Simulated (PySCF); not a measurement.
Consider C₂H₁₁NOSi₂ (SMILES CN[SiH2]C[SiH2]O).

```csv
atom,x (Å),y (Å),z (Å)
C,1.8172,0.0664,1.1178
N,1.3443,0.5626,-0.1600
Si,0.5314,-0.4775,-1.2940
C,-1.0884,-1.0285,-0.4812
Si,-2.1472,0.4167,0.1741
O,-1.1982,1.4998,0.9191
H,2.0357,0.9014,1.7866
H,1.0374,-0.5431,1.5689
H,2.7213,-0.5459,1.0253
H,2.0237,1.1921,-0.5636
H,0.3257,0.4059,-2.4440
H,1.3233,-1.6543,-1.6989
H,-0.8700,-1.7133,0.3388
H,-1.6638,-1.6071,-1.2006
H,-2.8419,1.0464,-0.9539
H,-3.0845,-0.0306,1.2034
H,-0.2731,1.5212,0.6523
```

Geometry: GFN2-xTB.

Method: PySCF, PBE0/pcSseg-1, SCF density, gas phase, non-relativistic.

Question: Predict the electron density and electron localisation function between the atoms.

Answer: Si–O (1.62 Å): the density is about 1.2 e/Å³ at the midpoint; the ELF peaks at about 0.85 between the atoms (a short, strongly polar bond).
O–H (0.96 Å): ρ is about 3.7 e/Å³ halfway; the ELF climbs to about 1 towards the hydrogen, as it does in any bond to H; an ordinary covalent bond to hydrogen.

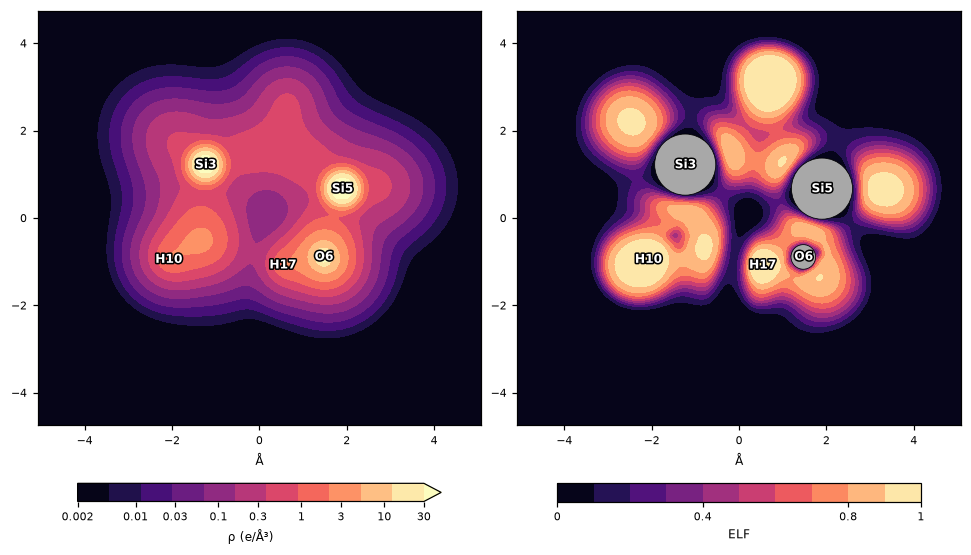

Computed electron density and electron localisation function on the plane of atoms Si5, O6 and H17, in this order. Grey discs cover the atomic cores in the ELF map. 
